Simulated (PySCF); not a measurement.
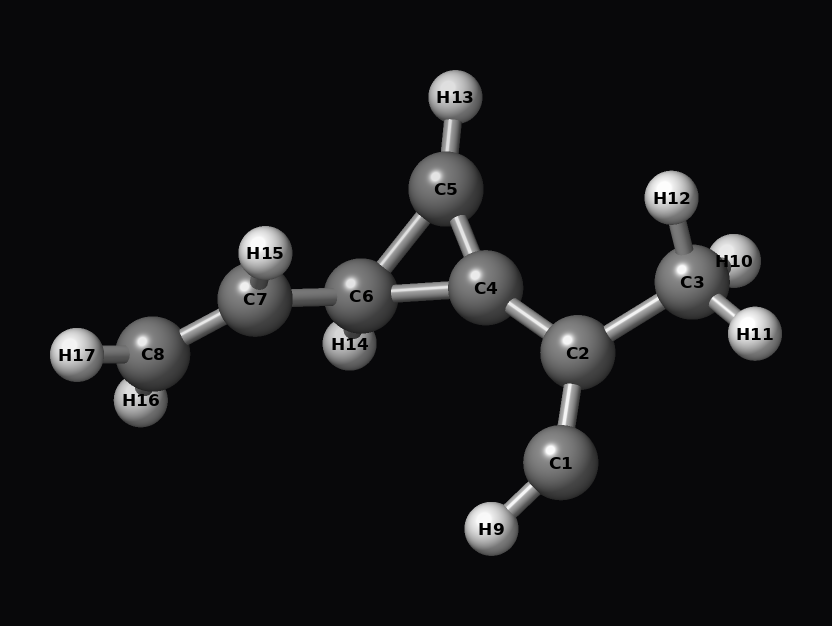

The species is neutral and a spin doublet. The geometry was computed by an optimisation with GFN2-xTB. No frequency run is at hand to confirm it as a minimum. Level of theory: UKS B3LYP, pcH-1 on C H, non-relativistic (PySCF 2.14.0). Fermi-contact and spin-dipolar terms alone, no spin-orbit part.

Which nucleus has the largest dipolar (anisotropic) hyperfine coupling?

13C at C1: principal values −85.4, −57.9, 143.3 MHz.

List the isotropic and dipolar parts for the most strongly coupled nuclei, one of each equivalent set.

```json
{"atom": "C1", "isotope": "13C", "a_iso (MHz)": "327.9", "dipolar part (MHz)": "−85.4, −57.9, 143.3"}
{"atom": "H9", "isotope": "1H", "a_iso (MHz)": "44.0", "dipolar part (MHz)": "−33.0, −8.9, 42.0"}
{"atom": "C2", "isotope": "13C", "a_iso (MHz)": "−0.5", "dipolar part (MHz)": "−20.2, 3.3, 16.9"}
{"atom": "C5", "isotope": "13C", "a_iso (MHz)": "7.6", "dipolar part (MHz)": "−11.1, 2.9, 8.2"}
{"atom": "H11", "isotope": "1H", "a_iso (MHz)": "−2.9", "dipolar part (MHz)": "−6.3, −2.7, 9.0"}
{"atom": "C3", "isotope": "13C", "a_iso (MHz)": "49.1", "dipolar part (MHz)": "−4.7, −4.1, 8.8"}
{"atom": "C4", "isotope": "13C", "a_iso (MHz)": "99.6", "dipolar part (MHz)": "−6.9, −0.1, 7.1"}
{"atom": "H10", "isotope": "1H", "a_iso (MHz)": "−8.1", "dipolar part (MHz)": "−3.1, −2.0, 5.1"}
```
